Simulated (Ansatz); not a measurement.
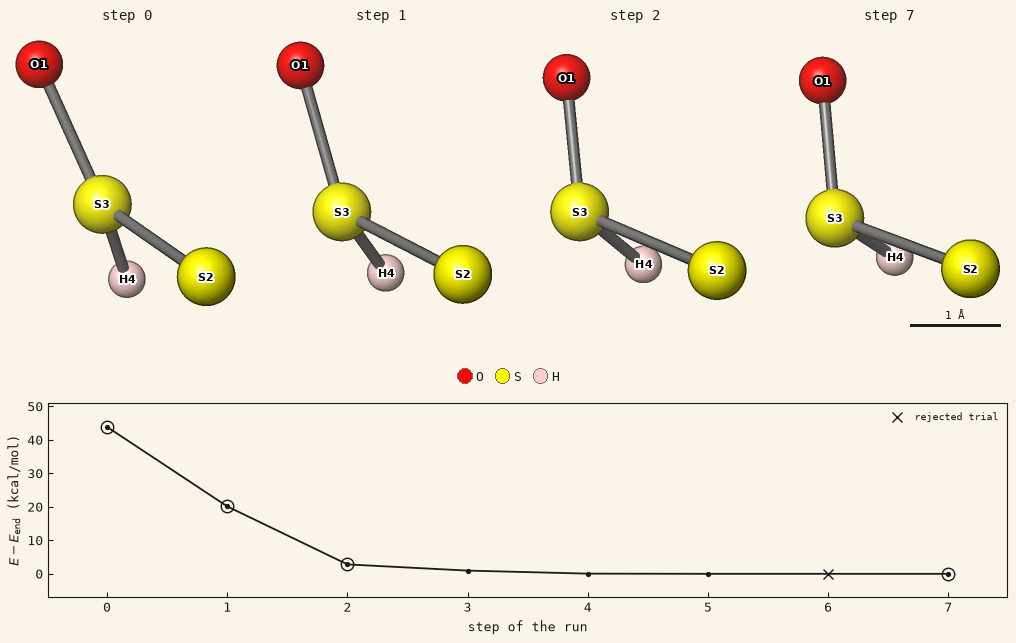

Frames of a relaxation of HS2O (charge −1), marked on the history of the run. Style: ball-and-stick. Shown from a free direction.

It is one of the separated reactants of a reaction.

These are results of Ansatz, RKS PBE-D4/def2-SVPD, not measurements. Set-up: force threshold 0.03 eV/Å; at most 250 steps.

What happens along the run?

The largest move after the best rigid fit is that of S3, 0.40 Å. Largest moves by element: S 0.40 Å, O 0.32 Å, H 0.26 Å. Some distances before and after: O1–S3 1.710 → 1.554 Å, S3–H4 1.360 → 1.416 Å, S2–S3 2.110 → 2.086 Å. Bond angles that change, for instance: O1–S3–H4 131.6° → 103.0°, O1–S3–S2 123.4° → 114.8°, S2–S3–H4 103.0° → 95.8°. The energy falls by 43.9 kcal/mol in 6 accepted moves (7 points after the start). The largest force component goes from 2.7 to 0.0034 eV/Å. The line search rejected the trial step at point 6 of the run. The run took 9 s on 2 threads of AMD EPYC 7R13, with other jobs on the host. From step 0 to 1: S3 moves most (0.20 Å), energy −23.8 kcal/mol. From step 1 to 2: O and S atoms move most (0.20 Å), energy −17.3 kcal/mol. From step 2 to 7: H4 moves most (0.09 Å), energy −2.81 kcal/mol.
